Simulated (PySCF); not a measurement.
**NMR shielding calculation, with input and output: C$_{4}$H$_{6}$BF$_{3}$Si**

- system: C$_{4}$H$_{6}$BF$_{3}$Si
- method: GIAO PBE0/pcSseg-1 NMR shielding, non-relativistic, gas phase (PySCF 2.14.0)

The geometry comes from this level: GFN2-xTB. It belongs to a series of runs on one base structure; here: H on C replaced by CH2SiH3. Figures and captions count atoms from 1; the log counts them from 0 in places.

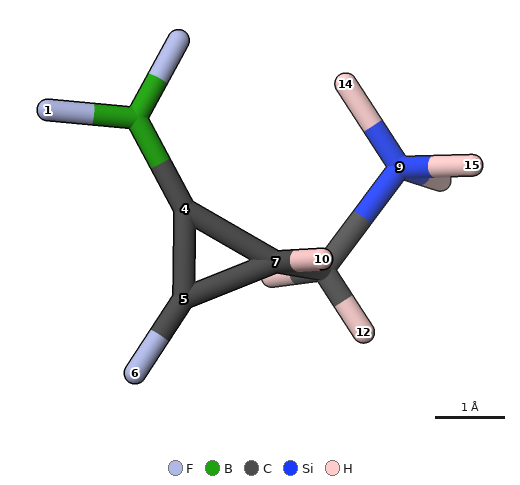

The input geometry (stick view, seen at a tilt; atoms are numbered from 1 in the order of the input). Bond lengths as drawn: B–C 1.52 Å, B–F 1.32 Å, C–C 1.31 to 1.54 Å, C–F 1.31 Å, C–H 1.09 Å, C–Si 1.91 Å and H–Si 1.46 to 1.47 Å.

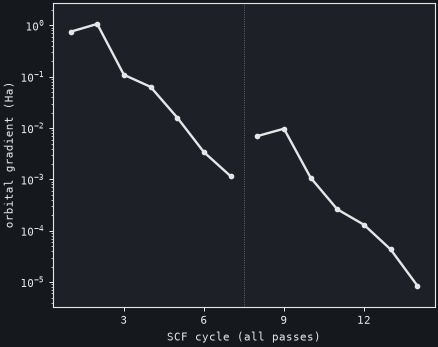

Convergence of the self-consistent field: orbital gradient against the SCF cycle. The dotted line marks the change from a coarse to the final integration grid. The first 7 cycles use a coarse grid, the final grid takes over at cycle 8, and the field converges after 14 cycles in all.

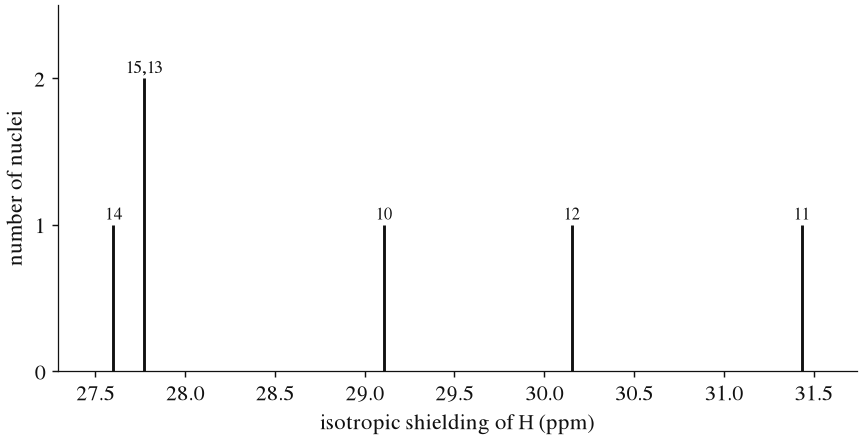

Isotropic shieldings of the hydrogen nuclei in this fixed geometry, labelled by atom number; shielding grows to the right, so chemical shift grows to the left. The least shielded is H14 (27.6 ppm), the most shielded H11 (31.4 ppm).

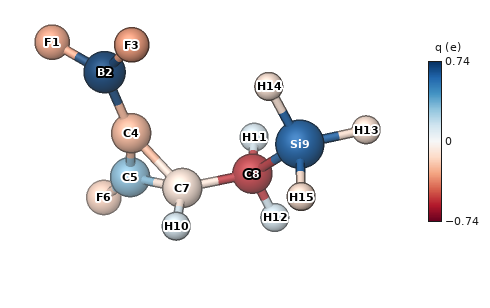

IAO charges, as the colour of each atom (ball-and-stick view, seen at a tilt; atoms are numbered from 1 in the order of the input). By element: F −0.31 to −0.20, B +0.70, C −0.55 to +0.35, Si +0.60 and H −0.12 to +0.16 e.

The input that produced these results follows, with the program's output.

Input:
```
{"job": {"kind": "nmr", "xc": "PBE0", "basis": "pcSseg-1"}, "charge": 0, "multiplicity": 1}
F      3.496828     1.079304     0.788001
B      2.285168     1.048691     0.264241
F      1.836144     2.221601    -0.142341
C      1.481206    -0.229429     0.132216
C      1.323597    -1.515633     0.350158
F      1.791887    -2.612257     0.893432
C      0.189303    -0.914367    -0.366419
C     -1.128620    -0.653285     0.323474
Si    -1.992491     0.909464    -0.354672
H      0.098707    -1.094217    -1.434493
H     -0.956463    -0.548027     1.395807
H     -1.776323    -1.522494     0.190918
H     -3.232110     1.095392     0.402840
H     -1.109817     2.060876    -0.202145
H     -2.311429     0.682369    -1.766587
```

The first line tells a small driver script what to run in PySCF; the rest is the geometry in Å.

Command:
```bash
OMP_NUM_THREADS=1 python <driver script> task.json out
```

Log:
```
coarse grid: 14032 points
cycle   1  E = -769.0882804951  dE =  1.265e+00  |g| = 7.549e-01  |ddm| = 3.541e+00
cycle   2  E = -768.9943897227  dE =  9.389e-02  |g| = 1.073e+00  |ddm| = 1.094e+00
cycle   3  E = -769.1860303982  dE = -1.916e-01  |g| = 1.095e-01  |ddm| = 6.996e-01
cycle   4  E = -769.1881094036  dE = -2.079e-03  |g| = 6.373e-02  |ddm| = 1.537e-01
cycle   5  E = -769.1890231853  dE = -9.138e-04  |g| = 1.605e-02  |ddm| = 5.875e-02
cycle   6  E = -769.1890776035  dE = -5.442e-05  |g| = 3.409e-03  |ddm| = 1.633e-02
cycle   7  E = -769.1890800894  dE = -2.486e-06  |g| = 1.161e-03  |ddm| = 3.791e-03
final grid: 135016 points
cycle   8  E = -769.2567419805  dE = -5.772e-05  |g| = 6.991e-03  |ddm| = 2.922e-02
cycle   9  E = -769.2567327986  dE =  9.182e-06  |g| = 9.759e-03  |ddm| = 1.395e-02
cycle  10  E = -769.2567529357  dE = -2.014e-05  |g| = 1.083e-03  |ddm| = 8.251e-03
cycle  11  E = -769.2567531089  dE = -1.731e-07  |g| = 2.619e-04  |ddm| = 1.094e-03
cycle  12  E = -769.2567531185  dE = -9.604e-09  |g| = 1.311e-04  |ddm| = 3.220e-04
cycle  13  E = -769.2567531223  dE = -3.881e-09  |g| = 4.331e-05  |ddm| = 1.371e-04
cycle  14  E = -769.2567531228  dE = -4.152e-10  |g| = 8.546e-06  |ddm| = 3.673e-05
converged SCF energy = -769.2567531228

GIAO shielding tensors (ppm)
atom      isotropic    diamagn.    paramagn.     s11        s22        s33       span
  0 F      247.259     464.620    -217.361     97.210    279.576    364.991    267.781
  1 B       81.379     194.416    -113.037     72.777     80.789     90.571     17.794
  2 F      255.762     469.665    -213.903     95.151    305.188    366.947    271.796
  3 C      102.632     258.002    -155.370     13.152    117.834    176.910    163.758
  4 C       -6.529     260.363    -266.892   -150.368     59.267     71.515    221.883
  5 F      258.748     470.682    -211.934     77.687    189.540    509.017    431.330
  6 C      152.414     246.985     -94.571    114.647    140.921    201.675     87.029
  7 C      166.846     251.406     -84.559    139.990    166.782    193.767     53.777
  8 Si     423.420     879.713    -456.293    401.198    407.782    461.281     60.083
  9 H       29.105      31.148      -2.043     23.499     27.743     36.074     12.575
 10 H       31.433      31.780      -0.347     27.476     30.280     36.544      9.069
 11 H       30.152      30.175      -0.023     25.417     28.680     36.359     10.942
 12 H       27.780      28.565      -0.785     24.409     25.348     33.583      9.174
 13 H       27.598      29.633      -2.035     23.430     27.203     32.161      8.731
 14 H       27.764      29.085      -1.321     24.758     25.787     32.746      7.987
```

Results in brief:

```json
{"quantity": "outcome", "value": "converged"}
{"quantity": "total energy", "value": "−769.256753 hartree"}
{"quantity": "HOMO", "value": "−7.92 eV"}
{"quantity": "LUMO", "value": "−1.67 eV"}
{"quantity": "dipole moment", "value": "2.06 D"}
{"quantity": "isotropic shielding, F", "value": "247.3 to 258.7 ppm"}
{"quantity": "isotropic shielding, B", "value": "81.4 ppm"}
{"quantity": "isotropic shielding, C", "value": "−6.5 to 166.8 ppm"}
{"quantity": "isotropic shielding, Si", "value": "423.4 ppm"}
{"quantity": "isotropic shielding, H", "value": "27.6 to 31.4 ppm"}
{"quantity": "hardware", "value": "1 CPU thread, shared host"}
{"quantity": "wall time", "value": "56 s"}
{"quantity": "peak memory", "value": "0.83 GiB"}
```
